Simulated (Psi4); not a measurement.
**UCAM-B3LYP/def2-SVPD (core potential) run of SnSiH5O (SMILES [SiH3][O][SnH2])**

Aim: the energy change on altering one bond length of SnSiH5O at UCAM-B3LYP/def2-SVPD (core potential), from 2 runs. 

Program for the calculation: Psi4 1.11.

**1. The molecule**

The species is SnSiH5O (8 atoms), meant as a doublet with charge 0. SMILES: `[SiH3][O][SnH2]`. Geometry: relaxed at PBE0-D4/def2-TZVP. This is one conformer, not always the lowest.

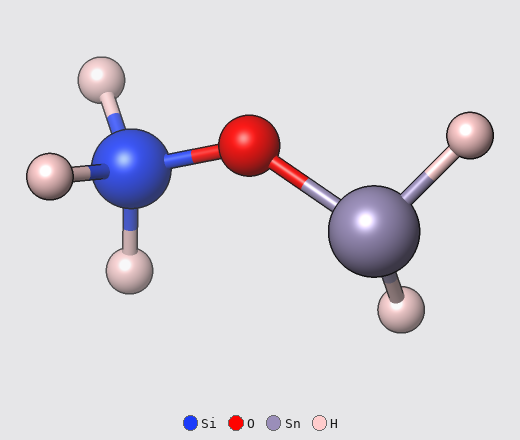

The structure, seen from a chosen angle (silicon blue, oxygen red, tin purple, hydrogen pink).

**2. A single-point energy at UCAM-B3LYP/def2-SVPD (core potential)**

input.json

```json
{
  "schema_name": "qcschema_input",
  "schema_version": 1,
  "molecule": {
    "schema_name": "qcschema_molecule",
    "schema_version": 2,
    "symbols": ["Si", "O", "Sn", "H", "H", "H", "H", "H"],
    "geometry": [-1.39442891, 2.03164456, -0.90858032, 1.10908026, 0.57863414, 0.14891042, 1.80752304, -2.51730417, 2.09381655, -3.54871669, 0.24131803, -1.24495157, -0.80237771, 3.2057314, -3.3913025, -2.21759361, 4.04836028, 0.8728645, 5.03687601, -2.81399117, 1.79618468, 0.18405932, -4.88248539, 0.52761153],
    "molecular_charge": 0,
    "molecular_multiplicity": 2,
    "fix_symmetry": "c1",
    "fix_com": true,
    "fix_orientation": true
  },
  "driver": "energy",
  "model": {
    "method": "cam-b3lyp",
    "basis": "def2-SVPD"
  },
  "keywords": {
    "reference": "uks",
    "puream": true,
    "e_convergence": 1e-09,
    "d_convergence": 1e-08,
    "scf_type": "pk",
    "dft_radial_points": 99,
    "dft_spherical_points": 590,
    "maxiter": 100,
    "scf_properties": ["MAYER_INDICES", "LOWDIN_CHARGES", "DIPOLE"]
  }
}
```

Launch:

```bash
psi4 --qcschema input.json -n 1 --memory 1600MB
```

stdout:

```text
[...]
    !!!  WARNING: ECP capability is in beta. Please check occupations closely.  !!!
[...]
  Running in c1 symmetry.
[...]
  Nuclear repulsion =  182.370552044383089
[...]
  Multiplicity = 2
[...]
  Nalpha       = 25
  Nbeta        = 24
[...]
    Number of basis functions: 119
[...]
   @UKS iter   1:  -581.50948633993312   -1.27300e+00   7.13510e-03 ADIIS/DIIS
[...]
   @UKS iter  13:  -581.82854663710691   -3.75167e-12   3.23064e-09 DIIS
[...]
   @S^2 Observed:                7.533461472E-01
[...]
    Orbital Energies [Eh]
    ---------------------
    Alpha Occupied:
       1A    -66.207543     2A    -19.201714     3A     -5.369798
       4A     -5.197798     5A     -3.733705     6A     -3.731634
       7A     -3.731427     8A     -3.542170     9A     -3.540352
      10A     -3.537047    11A     -1.135863    12A     -1.119905
      13A     -1.119587    14A     -1.115950    15A     -1.115827
      16A     -1.017026    17A     -0.632681    18A     -0.568814
      19A     -0.465212    20A     -0.456383    21A     -0.448855
      22A     -0.402012    23A     -0.373822    24A     -0.363095
      25A     -0.281020
    Alpha Virtual:
[...]
  @UKS Final Energy:  -581.82854663710691
   => Energetics <=
    Nuclear Repulsion Energy =            182.3705520443830892
    One-Electron Energy =               -1247.1833875543607064
    Two-Electron Energy =                 519.4741155264252939
    DFT Exchange-Correlation Energy =     -36.4898266535546938
    Empirical Dispersion Energy =           0.0000000000000000
    VV10 Nonlocal Energy =                  0.0000000000000000
    Total Energy =                       -581.8285466371069106
[...]
 Multipole Moments:
 ------------------------------------------------------------------------------------
     Multipole            Electronic (a.u.)      Nuclear  (a.u.)        Total (a.u.)
 ------------------------------------------------------------------------------------
 L = 1.  Multiply by 2.5417464519 to convert [e a0] to [Debye]
 Dipole X            :        -27.6959322           27.7683915            0.0724594
 Dipole Y            :         21.9245866          -22.5096616           -0.5850750
 Dipole Z            :        -32.6120788           33.0955296            0.4834508
 Magnitude           :                                                    0.7624224
[...]
```

The result, in JSON:

```text
{
 "driver": "energy",
 "model": {
  "method": "cam-b3lyp",
  "basis": "def2-SVPD"
 },
 "success": true,
 "return_result": -581.8285466371069,
 "properties": {
  "calcinfo_nbasis": 119,
  "calcinfo_nmo": 119,
  "calcinfo_nalpha": 25,
  "calcinfo_nbeta": 24,
  "calcinfo_natom": 8,
  "nuclear_repulsion_energy": 182.3705520443831,
  "return_energy": -581.8285466371069,
  "scf_one_electron_energy": -1247.1833875543607,
  "scf_two_electron_energy": 519.4741155264253,
  "scf_xc_energy": -36.489826653554694,
  "scf_dipole_moment": [0.0724593541238896, -0.5850750377055114, 0.48345084817023576],
  "scf_total_energy": -581.8285466371069,
  "scf_iterations": 13
 }
}
```

Wall time 65 s (1 thread of Intel Xeon Platinum 8488C (Sapphire Rapids), shared host); peak memory 0.93 GiB.

**3. The distorted shape: energy and gradient at UCAM-B3LYP/def2-SVPD (core potential)**

calc.py

```python
import psi4

psi4.set_memory('1600 MB')
psi4.set_num_threads(1)
psi4.set_output_file('output.dat', False)

molecule = psi4.geometry("""
0 2
Si
O 1 1.630783
Sn 2 1.969742 1 136.37606
H 1 1.492934 2 111.22512 3 -24.69566
H 1 1.486688 4 108.70862 2 120.28181
H 1 1.489076 5 108.75934 4 -117.20812
H 3 1.723309 2 102.36215 1 169.29388
H 3 2.2485 7 112.50935 2 112.15161
symmetry c1
""")

options = {'reference': 'uks', 'puream': True, 'e_convergence': 1e-09, 'd_convergence': 1e-08, 'scf_type': 'pk', 'dft_radial_points': 99, 'dft_spherical_points': 590, 'maxiter': 100}
psi4.set_options(options)

e, wfn = psi4.gradient("cam-b3lyp/def2-SVPD", molecule=molecule, return_wfn=True)
psi4.oeprop(wfn, "DIPOLE", "MAYER_INDICES", "MULLIKEN_CHARGES", title="CAM-B3LYP")
print('gradient / Eh bohr^-1')
print(e.np.round(6))
print(f'energy = {wfn.energy():.10f} Eh')
```

Launch:

```bash
python calc.py
```

output.dat, cut to the lines that bear on the results:

```text
[...]
  Running in c1 symmetry.
[...]
  Nuclear repulsion =  180.467581043972956
[...]
  Multiplicity = 2
[...]
  Nalpha       = 25
  Nbeta        = 24
[...]
    Number of basis functions: 119
[...]
   @UKS iter   1:  -581.44765293876549   -1.23363e+00   7.22798e-03 ADIIS/DIIS
[...]
   @UKS iter  15:  -581.79819609693254   -1.96678e-11   7.06842e-09 DIIS
[...]
   @S^2 Observed:                7.788079853E-01
[...]
  @UKS Final Energy:  -581.79819609693254
   => Energetics <=
    Nuclear Repulsion Energy =            180.4675810439729560
    One-Electron Energy =               -1243.2252814709490849
    Two-Electron Energy =                 517.4053024953734621
    DFT Exchange-Correlation Energy =     -36.4457981653299541
    Empirical Dispersion Energy =           0.0000000000000000
    VV10 Nonlocal Energy =                  0.0000000000000000
    Total Energy =                       -581.7981960969325428
[...]
  -Total Gradient:
     Atom            X                  Y                   Z
    ------   -----------------  -----------------  -----------------
       1       -0.000699216704    -0.000990787070     0.020955961632
       2       -0.000120472628    -0.006676018884    -0.012533709844
       3       -0.028166647256     0.037274801500     0.004960784658
       4       -0.000013208920     0.000047198708    -0.000426314347
       5       -0.000116505351    -0.000307431721     0.000026840421
       6        0.000503693234    -0.000173249687    -0.000392905712
       7       -0.001700088635    -0.004073654242    -0.003025781763
       8        0.030315575046    -0.025098946426    -0.009547221122
[...]
 Multipole Moments:
 ------------------------------------------------------------------------------------
     Multipole            Electronic (a.u.)      Nuclear  (a.u.)        Total (a.u.)
[...]
  Mulliken Charges: (a.u.)
   Center  Symbol    Alpha    Beta     Spin     Total
       1    SI     7.03133  7.03844 -0.00711 -0.06977
       2     O     4.45747  4.41042  0.04704 -0.86789
       3    SN    10.90263 10.45224  0.45039  0.64513
       4     H     0.45033  0.45036 -0.00003  0.09931
       5     H     0.43500  0.43056  0.00443  0.13444
       6     H     0.44212  0.44103  0.00109  0.11685
       7     H     0.55505  0.43237  0.12268  0.01257
       8     H     0.72608  0.34456  0.38151 -0.07064
   Total alpha = 25.00000, Total beta = 24.00000, Total charge =  0.00000
[...]
```

The script printed:

```text
gradient / Eh bohr^-1
[[-6.9900e-04 -9.9100e-04  2.0956e-02]
 [-1.2000e-04 -6.6760e-03 -1.2534e-02]
 [-2.8167e-02  3.7275e-02  4.9610e-03]
 [-1.3000e-05  4.7000e-05 -4.2600e-04]
 [-1.1700e-04 -3.0700e-04  2.7000e-05]
 [ 5.0400e-04 -1.7300e-04 -3.9300e-04]
 [-1.7000e-03 -4.0740e-03 -3.0260e-03]
 [ 3.0316e-02 -2.5099e-02 -9.5470e-03]]
energy = -581.7981960969 Eh
```

Wall time 1.7 min (1 thread of Intel Xeon Platinum 8488C (Sapphire Rapids), shared host); peak memory 0.92 GiB.

**4. Outcome**

At UCAM-B3LYP/def2-SVPD (core potential):

| quantity | value |
| --- | --- |
| first shape: total energy | -581.82855 Eh |
| first shape: dipole moment | 1.94 D |
| first shape: HOMO energy (highest over α and β) | -7.65 eV |
| first shape: LUMO energy (lowest over α and β) | -2.56 eV |
| first shape: ⟨S²⟩ | 0.753 |
| distorted shape: total energy | -581.79820 Eh |
| distorted shape: dipole moment | 1.83 D |
| distorted shape: HOMO energy (highest over α and β) | -7.88 eV |
| distorted shape: LUMO energy (lowest over α and β) | -2.88 eV |
| distorted shape: ⟨S²⟩ | 0.779 |
| distorted shape: largest force on an atom | 2.416 eV/Å |
| energy change with the Sn3–H8 bond stretched from 1.730 to 2.249 Å | 0.826 eV |

What this shows: With the Sn3–H8 bond stretched from 1.730 to 2.249 Å the energy rises by 0.83 eV (19.0 kcal/mol). The first shape isn't relaxed at this level, so the change isn't measured from a minimum. Mulliken charges (distorted shape) run from -0.87 on O2 to +0.65 on Sn3; in a basis this large or diffuse they mean little.
